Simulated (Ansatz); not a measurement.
Ge (diamond structure), cut as [110] wire, round, centred on atom, 1.59 nm across

The numbers are results of PBE (plane waves to 420 eV, PAW; Ansatz, an electronic-structure program), not measurements.

k-points: Γ-centred 1×1×7 mesh; occupations: Fermi-Dirac, 0.020 eV; spin polarisation not allowed. No spin-orbit coupling.

 The relaxation kept the symmetry of its start, so a lower minimum of less symmetry isn't excluded. The period along the axis is held at the bulk value.

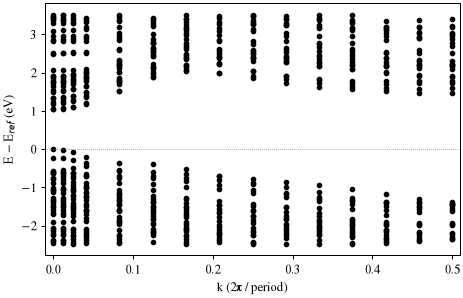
Levels along the axis at 15 k-points, drawn as points, zero at the top of the valence band

Electronic character: not metallic; Kohn-Sham band gap: 1.04 eV. Only levels within the plotted window are shown.
